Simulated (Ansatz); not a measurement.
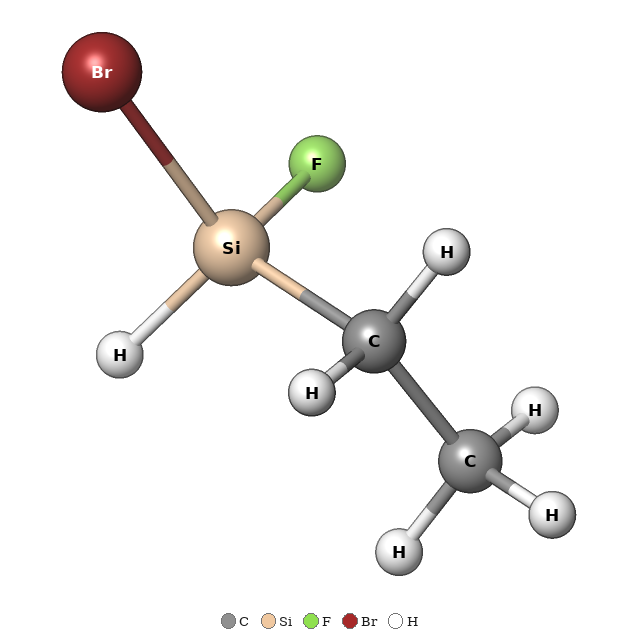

The picture shows the input geometry.

Input file:

```yaml
crystal:
  periodic: [false, false, false]
  atoms:
    - {symbol: C, position_ang: [-0.184754, 0.828582, 1.204589]}
    - {symbol: C, position_ang: [0.488852, 0.475268, -0.121044]}
    - {symbol: Si, position_ang: [-0.230220, -1.033267, -0.918326]}
    - {symbol: F, position_ang: [-0.062161, -2.283159, 0.059689]}
    - {symbol: Br, position_ang: [0.838268, -1.498891, -2.799524]}
    - {symbol: H, position_ang: [0.256652, 1.727015, 1.641309]}
    - {symbol: H, position_ang: [-0.080045, 0.021338, 1.932643]}
    - {symbol: H, position_ang: [-1.253194, 1.019215, 1.075007]}
    - {symbol: H, position_ang: [0.401857, 1.298972, -0.838051]}
    - {symbol: H, position_ang: [1.561538, 0.303897, 0.016291]}
    - {symbol: H, position_ang: [-1.671394, -0.915871, -1.231882]}
basis:
  gaussian: {orbitals: def2-TZVPP}
correlation: {method: ccsd_t}
```

It was started with:

```sh
ansatz run in.yaml --threads 2 --pin off --events-out ev --progress --plain --max-ram 32768MiB --backend cuda --devices 0, --max-vram 18GiB
```

What the program printed:

```
Functional definition: HF
  name "HF"
  cite "Fock, Z. Phys. 61, 126 (1930) doi:10.1007/BF01340294"
  parent pbe
  exchange = exact_x
  correlation = 0
1606 factors; integrals over basis functions are off by at most 1.1e-3 eV
mean field evaluation 1: about -82725.4452 eV, gradient 3.8e1 eV
mean field evaluation 2: about -82725.6783 eV, gradient 3.9e1 eV
mean field evaluation 4: about -82729.0370 eV, gradient 3.8e0 eV
mean field evaluation 8: about -82729.0926 eV, gradient 2.4e-1 eV
mean field evaluation 16: about -82729.0929 eV, gradient 1.0e-6 eV
mean field -82729.09288616 eV, -3040.2380877732 hartree, gradient 1.0e-6 eV, S^2 0.000000; 0 other end points of the search recorded, 0 dependent functions left out
17 core orbitals not correlated: weight in the atoms' cores, before any rotation towards them, 1.000 or more for the frozen orbitals, at most 0.000 for the correlated occupied ones
reference -82729.09288616 eV, -3040.2380877732 hartree; 21, 21 occupied and 229, 229 virtual orbitals, 1606 factors
second order -27.10736979 eV of doubles, -0.00000000 eV of singles
cycle   1  -27.48164181 eV  change   -3.7e-1 eV  update   9.9e-2
cycle   2  -28.06397322 eV  change   -5.8e-1 eV  update   2.8e-2
cycle   3  -28.17602592 eV  change   -1.1e-1 eV  update   1.4e-2
cycle   4  -28.16458821 eV  change    1.1e-2 eV  update   2.8e-3
cycle   5  -28.16364280 eV  change    9.5e-4 eV  update   1.1e-3
cycle   6  -28.16409822 eV  change   -4.6e-4 eV  update   3.0e-4
cycle   7  -28.16391634 eV  change    1.8e-4 eV  update   1.1e-4
cycle   8  -28.16387740 eV  change    3.9e-5 eV  update   3.1e-5
perturbative correction -0.97334096 eV, -0.0357696206 hartree
Total energy: -82758.23010452 eV, -3041.3088607980 hartree
```
